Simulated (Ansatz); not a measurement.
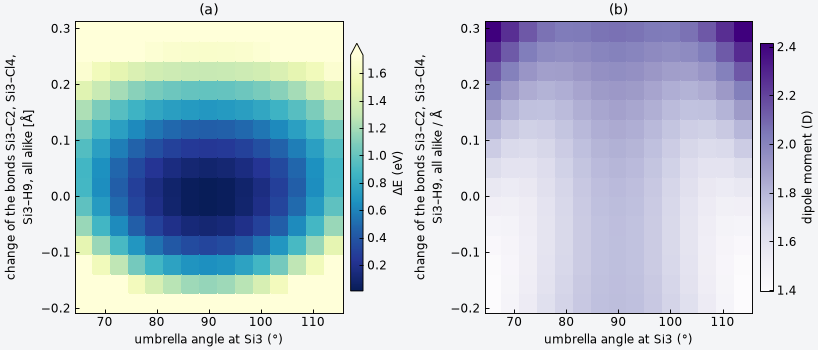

CH₅ClSi₂, SMILES [SiH3]C=[SiH]Cl. 
- The first coordinate is: umbrella angle at Si3 (between each of its bonds and their common axis; 90 is planar); the second: change of the bonds Si3–C2, Si3–Cl4, Si3–H9, all alike.
- Nothing is relaxed (all other coordinates rigid).
- The scan uses a 15 × 15 grid.
- Points are written as (first, second).
- All energies are given in eV relative to the relaxed molecule at the same level.
- Theory: RKS SPW92 (LDA)/def2-TZVP in Ansatz.

Panel (a) is the energy and panel (b) the computed dipole moment on the same grid.

In the figure: one coloured cell a grid point, one colour for all values above the top of the scale.

> How does the dipole moment vary over the map, and what is it at the lowest grid point?

Leaving out the highest fifth of the energies, it runs from 1.43 D at (66.0°, −0.087 Å) to 2.14 D at (114.0°, 0.225 Å). At the lowest grid point, (90.0°, 0.017 Å), it is 1.79 D.

| second ↓, first → | 66.0 | 69.4 | 72.9 | 76.3 | 79.7 | 83.1 | 86.6 | 90.0 | 93.4 | 96.9 | 100.3 | 103.7 | 107.1 | 110.6 | 114.0 |
| --- | --- | --- | --- | --- | --- | --- | --- | --- | --- | --- | --- | --- | --- | --- | --- |
| 0.295 | 2.41 | 2.26 | 2.14 | 2.06 | 2.03 | 2.04 | 2.06 | 2.07 | 2.06 | 2.04 | 2.03 | 2.06 | 2.14 | 2.26 | 2.41 |
| 0.260 | 2.27 | 2.13 | 2.03 | 1.97 | 1.96 | 1.97 | 2.00 | 2.01 | 2.00 | 1.97 | 1.96 | 1.97 | 2.03 | 2.13 | 2.27 |
| 0.225 | 2.14 | 2.01 | 1.93 | 1.89 | 1.89 | 1.92 | 1.95 | 1.96 | 1.95 | 1.92 | 1.89 | 1.89 | 1.93 | 2.01 | 2.14 |
| 0.191 | 2.02 | 1.91 | 1.84 | 1.82 | 1.83 | 1.87 | 1.90 | 1.92 | 1.90 | 1.87 | 1.83 | 1.82 | 1.84 | 1.91 | 2.02 |
| 0.156 | 1.90 | 1.81 | 1.76 | 1.76 | 1.78 | 1.83 | 1.87 | 1.88 | 1.87 | 1.83 | 1.78 | 1.76 | 1.76 | 1.81 | 1.91 |
| 0.121 | 1.80 | 1.73 | 1.69 | 1.70 | 1.74 | 1.79 | 1.83 | 1.85 | 1.83 | 1.79 | 1.74 | 1.70 | 1.69 | 1.73 | 1.80 |
| 0.087 | 1.71 | 1.65 | 1.64 | 1.66 | 1.71 | 1.77 | 1.81 | 1.82 | 1.81 | 1.77 | 1.71 | 1.66 | 1.64 | 1.65 | 1.71 |
| 0.052 | 1.63 | 1.59 | 1.59 | 1.63 | 1.69 | 1.74 | 1.79 | 1.80 | 1.79 | 1.74 | 1.69 | 1.63 | 1.59 | 1.59 | 1.63 |
| 0.017 | 1.56 | 1.54 | 1.56 | 1.61 | 1.67 | 1.73 | 1.77 | 1.79 | 1.77 | 1.73 | 1.67 | 1.61 | 1.56 | 1.54 | 1.56 |
| −0.017 | 1.51 | 1.50 | 1.54 | 1.59 | 1.66 | 1.72 | 1.76 | 1.78 | 1.76 | 1.72 | 1.66 | 1.59 | 1.54 | 1.50 | 1.51 |
| −0.052 | 1.46 | 1.48 | 1.52 | 1.59 | 1.66 | 1.72 | 1.76 | 1.77 | 1.76 | 1.72 | 1.66 | 1.59 | 1.52 | 1.48 | 1.46 |
| −0.087 | 1.43 | 1.46 | 1.52 | 1.59 | 1.66 | 1.72 | 1.76 | 1.77 | 1.76 | 1.72 | 1.66 | 1.59 | 1.52 | 1.46 | 1.43 |
| −0.121 | 1.41 | 1.45 | 1.52 | 1.59 | 1.66 | 1.72 | 1.76 | 1.77 | 1.76 | 1.72 | 1.66 | 1.59 | 1.52 | 1.45 | 1.41 |
| −0.156 | 1.40 | 1.45 | 1.52 | 1.60 | 1.67 | 1.72 | 1.76 | 1.77 | 1.76 | 1.72 | 1.67 | 1.60 | 1.52 | 1.45 | 1.40 |
| −0.191 | 1.40 | 1.46 | 1.54 | 1.61 | 1.68 | 1.73 | 1.76 | 1.77 | 1.76 | 1.73 | 1.68 | 1.61 | 1.54 | 1.46 | 1.40 |
